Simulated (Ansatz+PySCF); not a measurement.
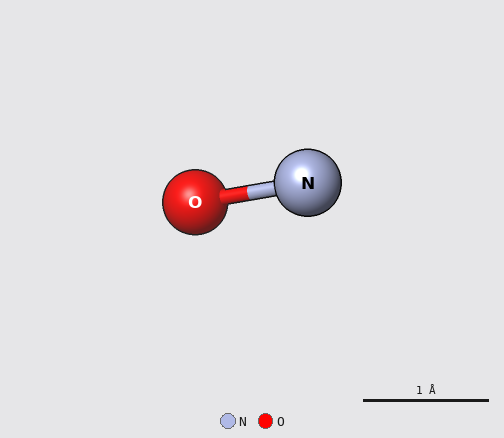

State: neutral, doublet. Geometry: a fixed input geometry, not necessarily a minimum. Basis: STO-3G. Computed at fixed atoms with Ansatz. R, U and RO name restricted, unrestricted and restricted open-shell orbitals; core potentials come with def2 and Stuttgart sets past Kr, some runs use density fitting (about 1 meV), and each entry rests on the lowest determinant that the runs found.

```xyz
2
charge 0, multiplicity 2
N     0.0000    0.0000   -0.5484
O     0.0000    0.0000    0.4798
```

Give total energies (hartree), correlation energies and ⟨S²⟩ of the determinant for RO-FCI (2 frozen); U-CCSD(T) (2 frozen); U-MP2 (2 frozen); U-PBE0; UHF.

| method | energy (Eh) | correlation (mEh) | ⟨S²⟩ |
| --- | --- | --- | --- |
| UHF | -127.4420 | – | 0.75 |
| U-MP2 (2 frozen) | -127.5328 | -90.8 | 0.75 |
| U-CCSD(T) (2 frozen) | -127.5442 | -102.3 | 0.75 |
| RO-FCI (2 frozen) | -127.5451 | – | 0.75 |
| U-PBE0 | -127.9009 | – | 0.75 |
